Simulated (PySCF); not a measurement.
## Electronic structure of C3H10AlNO (SMILES C[O][AlH][N](C)C) in real space

```xyz
16

C    -3.2455    0.0533    0.1109
O    -1.9443   -0.4279   -0.0597
Al   -0.4153   -1.0009   -0.2595
N     1.0967   -0.0197   -0.2736
C     1.2613    1.4124   -0.1242
C     2.3535   -0.7139   -0.4599
H    -3.4268    0.8946   -0.5622
H    -3.9664   -0.7376   -0.1088
H    -3.3912    0.3878    1.1411
H    -0.2749   -2.4969   -0.4510
H     1.7330    1.8526   -1.0120
H     1.8868    1.6524    0.7451
H     0.2814    1.8703    0.0134
H     2.1477   -1.7808   -0.5748
H     3.0193   -0.5767    0.4009
H     2.8775   -0.3600   -1.3561
```

Geometry: GFN2-xTB.

The calculation used PBE0/pcSseg-1, SCF density, gas phase, non-relativistic in PySCF.

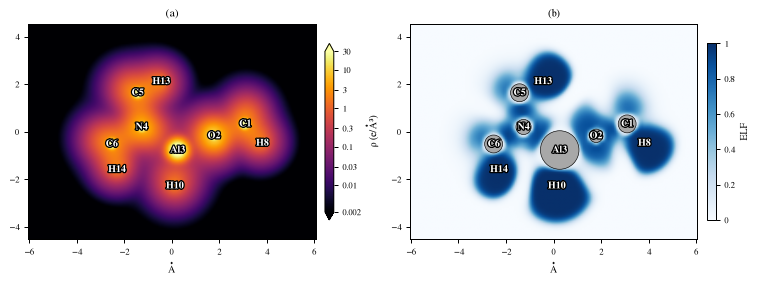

Figure 1. (a) total electron density; (b) ELF on the plane of atoms O2, Al3 and N4. Grey discs cover the atomic cores in the ELF map.

> Describe what can be read from this map.

- The plane passes through C, O, Al, N and H nuclei.
- C–O (1.40 Å): ρ at the midpoint is about 2 e/Å³, with its minimum of 1.7 e/Å³ about 0.5 Å from C; the ELF peaks at about 0.90 between the atoms; a shared but strongly polarised pair.
- C–N (1.45 Å): the density is about 1.9 e/Å³ at the midpoint; the ELF peaks at about 0.90 between the atoms (a covalent bond).
- Al–O (1.64 Å): the density is about 0.87 e/Å³ at the midpoint; the ELF peaks at about 0.80 in the valence shell of O, 0.5 Å from its nucleus, and is about 0.30 at the midpoint.
- Al–N (1.80 Å): the density is about 0.8 e/Å³ at the midpoint; the ELF peaks at about 0.90 in the valence shell of N, 0.7 Å from its nucleus, and is about 0.65 at the midpoint.
- C–H (1.09 Å): the density is about 2 e/Å³ at the midpoint; the ELF climbs to about 1 towards the hydrogen, as it does in any bond to H; a covalent bond by its length.
- The ELF also peaks beside O2, away from the bonds: lone-pair regions.

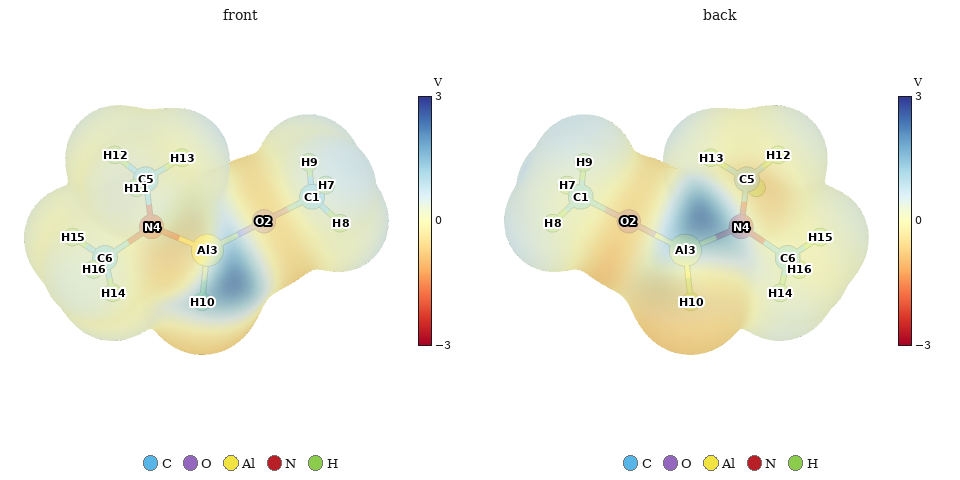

Figure 2. The electrostatic potential painted on the density surface at 0.002 e/bohr³, seen from the front and from behind; red is negative and blue positive.

> Which sites attract a positive test charge, and which a negative one?

A positive charge is drawn to the negative regions and a negative charge to the positive ones. The most negative region (about −0.7 V) lies over O2 and H10, the most positive (about +2.1 V) over Al3.

> How polar is the molecule by this calculation?

Its dipole moment is 1.15 D.
